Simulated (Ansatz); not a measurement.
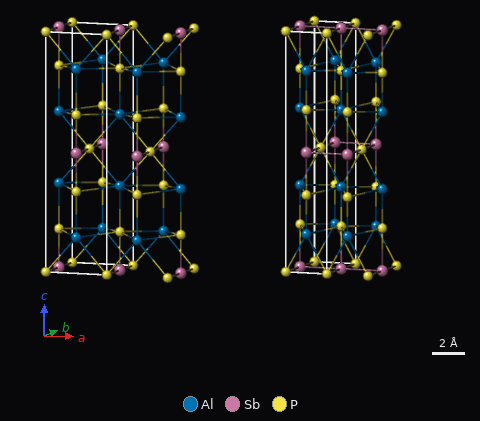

Two geometries of crystalline Al2SbP3 (built on the Ca2CuO3-71 type type), drawn at one scale. One is the start of a relaxation, the other its converged end. The picture is a ball-and-stick view of the conventional cell (2 times the calculation's cell), repeated 2 × 1 × 1 with one cell outlined, seen slightly off an axis. Lengths and directions refer to the drawn axes.

All numbers below come from Ansatz 0.2.0, DFT, PBEsol, plane waves, PAW. Set-up: plane-wave cutoff 420 eV; k-point mesh 8 × 8 × 8; occupations fermi dirac; smearing width 0.03 eV; no spin polarisation; cell and atoms relaxed; force threshold 0.01 eV/Å; at most 120 steps.

Which of the two is the end point?

Answer. The right one is the relaxed one. Over 14 accepted moves (16 points after the start) the energy falls by 3.684 eV per cell of the calculation. The largest force component goes from 1.9 to 0.00084 eV/Å. Pressure: −4.17 GPa at the start and 0.00 GPa at the end. The SCF was repeated twice at an unchanged geometry on a basis and grid sized afresh for the cell, which shifted the energy by 0.4 meV per cell of the calculation at most. The largest moves relative to the cell, 0.26 Å, are those of P atoms. By element the largest moves are P 0.26 Å, Al 0.17 Å. Sb stays in place. The volume changes by −26.8 %, with a 4.069 → 2.744 Å (−32.6 %), b 4.735 → 5.126 Å (+8.3 %), c 15.169 → 15.202 Å (+0.2 %). Among the contacts that change: Sb–Sb 4.069 → 2.744 Å, P–P 4.069 → 2.744 Å, Al–P 2.895 → 2.476 Å, P–Sb 2.427 → 2.689 Å. The space group stays Immm (No. 71). Cost: 2.6 min on 2 threads of Arm Neoverse V1, on a shared host, peak memory 0.6 GiB.
